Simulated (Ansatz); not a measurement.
The calculation's input:

```
basis:
  gaussian: {orbitals: def2-SVPD}
crystal:
  periodic: [false, false, false]
  atoms:
    - {symbol: C, position_ang: [0.638984, -2.438845, -1.221444]}
    - {symbol: C, position_ang: [0.111083, -1.386682, -0.372417]}
    - {symbol: C, position_ang: [0.815459, -1.225852, 1.004672]}
    - {symbol: N, position_ang: [1.038583, -3.307898, -1.878159]}
    - {symbol: Se, position_ang: [-0.708661, -0.657085, 2.195674]}
    - {symbol: Si, position_ang: [-1.676992, -1.563855, 0.319452]}
    - {symbol: H, position_ang: [0.147373, -0.429548, -0.918492]}
    - {symbol: H, position_ang: [1.612840, -0.471188, 1.010043]}
    - {symbol: H, position_ang: [1.212566, -2.180195, 1.372049]}
    - {symbol: H, position_ang: [-2.720979, -0.759645, -0.371575]}
    - {symbol: H, position_ang: [-2.124852, -2.977674, 0.440187]}
hamiltonian: {xc: {name: PBE0}}
output: {forces: true, orbitals: {seedname: orbitals}}
magnetization: {spin_polarized: false, initial_magnetization: 0}
```

Command:

```sh
ansatz run input.yaml --threads 4 --pin off --max-ram 7830MiB --events-out events.jsonl --progress --plain --runs-dir runs
```

Geometry: B3LYP-D3(BJ)/def2-SVP.

These are results of isolated molecule in a Gaussian basis; Kohn-Sham density functional theory, functional PBE0 in Ansatz, not measurements.

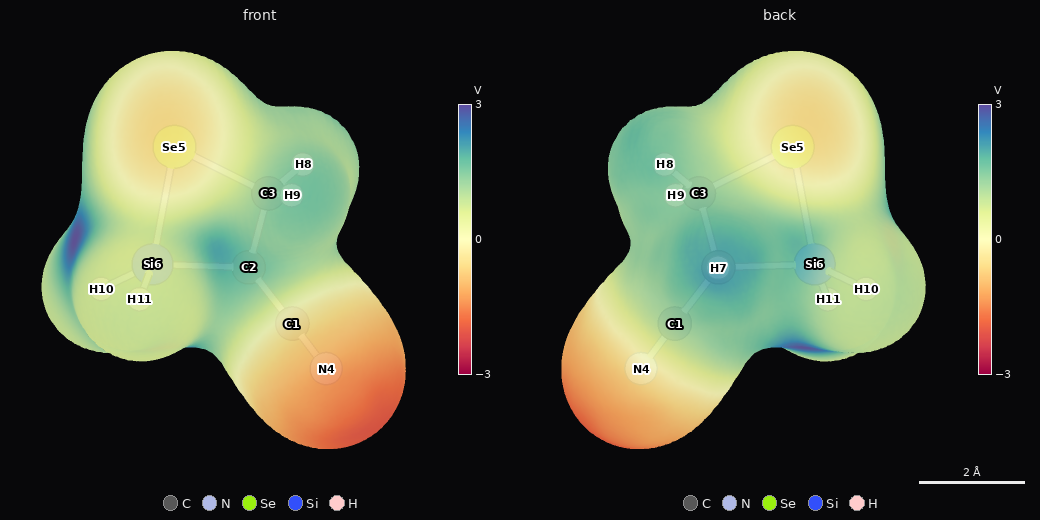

C₃H₅NSeSi. The electrostatic potential painted on the density surface at 0.004 e/bohr³, seen from the front and from behind; the colour scale runs from red (negative) to blue (positive).

**Which sites attract a positive test charge, and which a negative one?**

A positive charge is drawn to the negative regions and a negative charge to the positive ones. The most negative region (about −2.0 V, or −46 kcal/mol for a unit charge) lies over N4, the most positive (about +2.8 V, or +65 kcal/mol for a unit charge) over Si6. N4 is the likeliest acceptor of a hydrogen bond.

**What dipole moment does the calculation give?**

Its dipole moment is 2.98 D.
